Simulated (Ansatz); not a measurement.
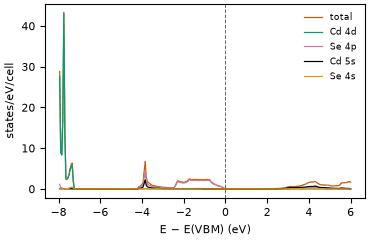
*Total and projected density of states of CdSe (zinc blende, F-43m), DFT-r²SCAN in the program Ansatz with PAW potentials*

### Question
Which orbitals carry the states next to the gap?

### Answer
Top 1 eV of the valence band: Se 4p 91 %. Bottom 1 eV of the conduction band: Cd 5s 59 %, Se 4p 21 %, Se 4s 17 %. Projections are on Löwdin-orthogonalised atomic valence shells; empty p or d shells of many metals are not among them.

The cell was relaxed with r²SCAN under the symmetry of its start; phonons on a q-mesh show no instability. Scalar-relativistic: spin–orbit coupling is off unless named, which matters more the heavier the elements.

Potentials: the later of the program's two PAW sets.
